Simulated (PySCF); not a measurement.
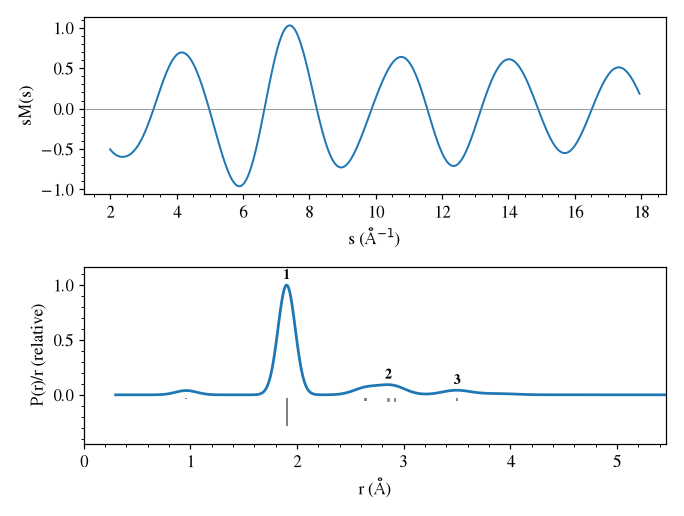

Simulated gas electron diffraction: reduced molecular intensity sM(s) from the Debye equation in the first Born approximation (top) and the radial distribution curve (bottom) of H₄NbO₄ (spin multiplicity 2). Each pair of atoms contributes with weight ZᵢZⱼ/r (bars below the curve); damping constant 0.002 Å²; vibrational amplitudes assumed, not computed: 0.05 Å for bonds, 0.078 Å for bonds to H, 0.06 + 0.015 r up to 0.15 Å for other pairs. The geometry is the end point of an optimisation (PBE0-D3(BJ)/def2-SVP geometry optimisation, gas phase (PySCF 2.14.0, density-fitted response routines)); it may be a saddle point or a higher isomer. SMILES: [OH][Nb]([OH])([OH])[OH].

Which pairs of atoms lie under the numbered peaks? Mark bonded pairs by – and others by ···.

Peak 1, 1.90 Å: Nb–O 1.90 Å (×4)
Peak 2, 2.85 Å: Nb···H 2.64–2.65 Å (×4), O···O 2.86–2.92 Å (×4), not resolved
Peak 3, 3.50 Å: O···H 3.43–3.75 Å (×8), O···O 3.50 Å (×2), not resolved; in its flanks O···H 3.96–3.97 Å
